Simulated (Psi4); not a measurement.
# AlCl2F (SMILES [F][Al]([Cl])[Cl]) at M06-2X/def2-SVPD

Aim: the vertical singlet–triplet gap of AlCl2F at M06-2X/def2-SVPD, from 2 runs. 

Program for the calculation: Psi4 1.11.

## Step 1: The structure to begin with

AlCl2F has 4 atoms, charge 0, and is taken as a singlet. SMILES: `[F][Al]([Cl])[Cl]`. Geometry: relaxed at PBE0-D4/def2-TZVP.

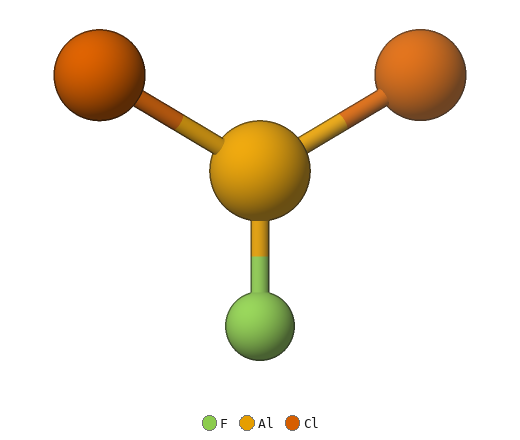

The structure, seen from a chosen angle (fluorine green, aluminium amber, chlorine orange).

## Step 2: Energy and gradient at M06-2X/def2-SVPD

The input, alcl2f.json:

```json
{
 "schema_name": "qcschema_input",
 "schema_version": 1,
 "molecule": {
  "schema_name": "qcschema_molecule",
  "schema_version": 2,
  "symbols": ["F", "Al", "Cl", "Cl"],
  "geometry": [0.16519986, 0.73362948, 3.17918075, 0.00907069, 0.0406858, 0.17687837, 2.31121064, -2.76597323, -1.2537388, -2.48550008, 1.99163905, -2.10233921],
  "molecular_charge": 0,
  "molecular_multiplicity": 1,
  "fix_symmetry": "c1"
 },
 "driver": "gradient",
 "model": {
  "method": "m06-2x",
  "basis": "def2-SVPD"
 },
 "keywords": {
  "puream": true,
  "e_convergence": 1e-09,
  "d_convergence": 1e-08,
  "scf_type": "pk",
  "dft_radial_points": 99,
  "dft_spherical_points": 590,
  "scf_properties": ["LOWDIN_CHARGES", "DIPOLE", "MAYER_INDICES"]
 }
}
```

Started as:

```bash
$ psi4 --qcschema alcl2f.json -n 1 --memory 2200MB
```

stdout:

```text
[...]
  Running in c1 symmetry.
[...]
  Nuclear repulsion =  244.295361815582453
[...]
  Multiplicity = 1
[...]
  Nalpha       = 28
  Nbeta        = 28
[...]
    Number of basis functions: 101
[...]
   @RKS iter   1: -1262.30889674420314   -4.00664e-01   4.80082e-03 ADIIS/DIIS
[...]
   @RKS iter  10: -1262.39936543026874   -1.84173e-11   8.45466e-09 DIIS
[...]
    Orbital Energies [Eh]
    ---------------------
    Doubly Occupied:
       1A   -102.662498     2A   -102.662488     3A    -56.965809
       4A    -25.253540     5A     -9.831133     6A     -9.831132
       7A     -7.555954     8A     -7.555948     9A     -7.553046
      10A     -7.553044    11A     -7.552474    12A     -7.552463
      13A     -4.476985    14A     -2.984502    15A     -2.981334
      16A     -2.981319    17A     -1.295879    18A     -0.941647
      19A     -0.930210    20A     -0.590052    21A     -0.537174
      22A     -0.534738    23A     -0.508850    24A     -0.464724
      25A     -0.433254    26A     -0.430225    27A     -0.418366
      28A     -0.408440
[...]
  @RKS Final Energy: -1262.39936543026874
   => Energetics <=
    Nuclear Repulsion Energy =            244.2953618155824529
    One-Electron Energy =               -2233.5294546190593792
    Two-Electron Energy =                 767.4615224715996646
    DFT Exchange-Correlation Energy =     -40.6267950983914403
    Empirical Dispersion Energy =           0.0000000000000000
    VV10 Nonlocal Energy =                  0.0000000000000000
    Total Energy =                      -1262.3993654302687446
[...]
 Multipole Moments:
 ------------------------------------------------------------------------------------
     Multipole            Electronic (a.u.)      Nuclear  (a.u.)        Total (a.u.)
 ------------------------------------------------------------------------------------
 L = 1.  Multiply by 2.5417464519 to convert [e a0] to [Debye]
 Dipole X            :          0.0388877           -0.0483080           -0.0094204
 Dipole Y            :          0.1732643           -0.2145795           -0.0413152
 Dipole Z            :          0.7517253           -0.9299528           -0.1782275
 Magnitude           :                                                    0.1831959
[...]
  -Total Gradient:
     Atom            X                  Y                   Z
    ------   -----------------  -----------------  -----------------
       1       -0.000642818394    -0.002861151854    -0.012408868178
       2        0.000435271700     0.001945577596     0.008463588302
       3       -0.002316120030     0.002851192030     0.001520086708
       4        0.002521268760    -0.001946986285     0.002375112437
[...]
```

The result, in JSON:

```text
{
 "driver": "gradient",
 "model": {
  "method": "m06-2x",
  "basis": "def2-SVPD"
 },
 "success": true,
 "return_result": [-0.0006428183939542896, -0.0028611518544451424, -0.012408868177753607, 0.0004352717004971879, 0.0019455775956382405, 0.008463588302346753, -0.002316120030138126, 0.002851192029713595, 0.0015200867083821207, 0.0025212687595807665, -0.001946986285205371, 0.0023751124374293345],
 "properties": {
  "calcinfo_nbasis": 101,
  "calcinfo_nmo": 101,
  "calcinfo_nalpha": 28,
  "calcinfo_nbeta": 28,
  "calcinfo_natom": 4,
  "nuclear_repulsion_energy": 244.29536181558245,
  "return_energy": -1262.3993654302687,
  "return_gradient": [-0.0006428183939542896, -0.0028611518544451424, -0.012408868177753607, 0.0004352717004971879, 0.0019455775956382405, 0.008463588302346753, -0.002316120030138126, 0.002851192029713595, 0.0015200867083821207, 0.0025212687595807665, -0.001946986285205371, 0.0023751124374293345],
  "scf_one_electron_energy": -2233.5294546190594,
  "scf_two_electron_energy": 767.4615224715997,
  "scf_xc_energy": -40.62679509839144,
  "scf_dipole_moment": [-0.009420370246856269, -0.041315215758810364, -0.17822746982563054],
  "scf_total_energy": -1262.3993654302687,
  "scf_total_gradient": [-0.0006428183939542896, -0.0028611518544451424, -0.012408868177753607, 0.0004352717004971879, 0.0019455775956382405, 0.008463588302346753, -0.002316120030138126, 0.002851192029713595, 0.0015200867083821207, 0.0025212687595807665, -0.001946986285205371, 0.0023751124374293345],
  "scf_iterations": 10
 }
}
```

It took 16 s on 1 thread of Intel Xeon 6975P-C (Granite Rapids), shared host; peak memory 1.1 GiB.

## Step 3: The triplet: the energy at UM06-2X/def2-SVPD

The input, alcl2f.xyz:

```xyz
4
AlCl2F
F      0.087420     0.388220     1.682350
Al     0.004800     0.021530     0.093600
Cl     1.223040    -1.463690    -0.663450
Cl    -1.315270     1.053930    -1.112510
```

The input, run.py:

```python
import numpy as np
from ase.calculators.psi4 import Psi4
from ase.io import read

a = read('alcl2f.xyz')
calc = Psi4(atoms=a, method='m06-2x', basis='def2-SVPD', memory='2200MB', num_threads=1, charge=0, multiplicity=3, label='psi4-calc', reference='uks')
calc.psi4.set_options({'puream': True, 'e_convergence': 1e-09, 'd_convergence': 1e-08, 'scf_type': 'pk', 'dft_radial_points': 99, 'dft_spherical_points': 590, 'maxiter': 100})
a.calc = calc

print(f'energy: {a.get_potential_energy():.6f} eV')
```

Started as:

```bash
$ python run.py
```

psi4-calc.dat:

```text
[...]
  Running in c1 symmetry.
[...]
  Nuclear repulsion =  244.295361750994289
[...]
  Multiplicity = 3
[...]
  Nalpha       = 29
  Nbeta        = 27
[...]
    Number of basis functions: 101
[...]
   @UKS iter   1: -1262.04770316858458   -1.39470e-01   4.73577e-03 DIIS/ADIIS
[...]
   @UKS iter  17: -1262.14068431149440   -2.50111e-12   3.96105e-09 DIIS
[...]
   @S^2 Observed:                2.009133523E+00
[...]
    Orbital Energies [Eh]
    ---------------------
    Alpha Occupied:
       1A   -102.722676     2A   -102.722665     3A    -56.918998
       4A    -25.221301     5A     -9.890540     6A     -9.890536
       7A     -7.621381     8A     -7.621360     9A     -7.612750
      10A     -7.612746    11A     -7.609690    12A     -7.609686
      13A     -4.437612    14A     -2.941374    15A     -2.939597
      16A     -2.937380    17A     -1.267225    18A     -1.003350
      19A     -0.994301    20A     -0.583761    21A     -0.539741
      22A     -0.530531    23A     -0.504428    24A     -0.500240
      25A     -0.495874    26A     -0.477633    27A     -0.473457
      28A     -0.464274    29A     -0.154734
    Alpha Virtual:
[...]
  @UKS Final Energy: -1262.14068431149440
   => Energetics <=
    Nuclear Repulsion Energy =            244.2953617509942887
    One-Electron Energy =               -2232.3177295675000096
    Two-Electron Energy =                 766.4766299616862852
    DFT Exchange-Correlation Energy =     -40.5949464566750038
    Empirical Dispersion Energy =           0.0000000000000000
    VV10 Nonlocal Energy =                  0.0000000000000000
    Total Energy =                      -1262.1406843114943968
[...]
 Multipole Moments:
 ------------------------------------------------------------------------------------
     Multipole            Electronic (a.u.)      Nuclear  (a.u.)        Total (a.u.)
 ------------------------------------------------------------------------------------
 L = 1.  Multiply by 2.5417464519 to convert [e a0] to [Debye]
 Dipole X            :          0.0014326           -0.0483080           -0.0468755
 Dipole Y            :          0.0048475           -0.2145795           -0.2097320
 Dipole Z            :          0.0188165           -0.9299528           -0.9111362
 Magnitude           :                                                    0.9361378
[...]
```

On the terminal:

```text
energy: -34344.597378 eV
```

Run time: 29 s. Hardware: 1 thread of Intel Xeon 6975P-C (Granite Rapids), shared host; peak memory 1.1 GiB.

## Step 4: Outcome

At M06-2X/def2-SVPD:

| quantity | value |
| --- | --- |
| singlet: total energy | -1262.39937 Eh |
| singlet: dipole moment | 0.47 D |
| singlet: HOMO energy | -11.11 eV |
| singlet: LUMO energy | -1.10 eV |
| singlet: HOMO–LUMO gap | 10.02 eV |
| singlet: largest force on an atom | 0.656 eV/Å |
| triplet: total energy | -1262.14068 Eh |
| triplet: dipole moment | 2.38 D |
| triplet: HOMO energy (highest over α and β) | -4.21 eV |
| triplet: ⟨S²⟩ | 2.009 |
| vertical energy of the triplet above the singlet | 7.039 eV |

**Reading.** At this shape the triplet lies 7.04 eV (162 kcal/mol) above the singlet. The largest force (singlet) is 0.66 eV/Å: the shape isn't a stationary point for this species at this level.
